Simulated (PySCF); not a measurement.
SMILES [Cl][Hf]([Cl])([Cl])[Cl] (Cl4Hf), singlet at its CAM-B3LYP/def2-SVP optimised geometry (Å):

```
5

Cl     1.5530    -1.0986     0.0000
Hf    -0.7770    -1.0986     0.0000
Cl    -1.5511    -2.1959    -1.9043
Cl    -1.5530     1.0986     0.0000
Cl    -1.5549    -2.1972     1.9023
```

Computed with CAM-B3LYP/def2-TZVP, def2 effective core potentials past Kr (PySCF). The core electrons that the potentials of Hf replace are not part of the density. Cells within 0.4 Å of a nucleus heavier than hydrogen are left out (blank, or x).

Map of the Laplacian of the electron density (e/bohr⁵), clipped to [-1.50, 1.50] on the plane z = 0.0 Å:

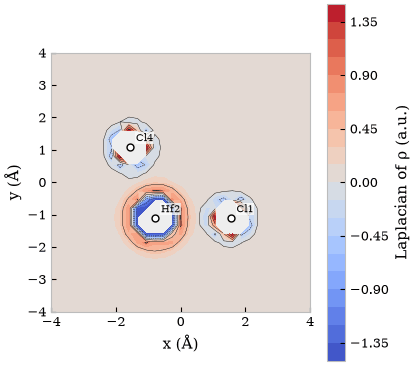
*Laplacian of the electron density (e/bohr⁵), clipped to [-1.50, 1.50] on the plane z = 0.0 Å.*
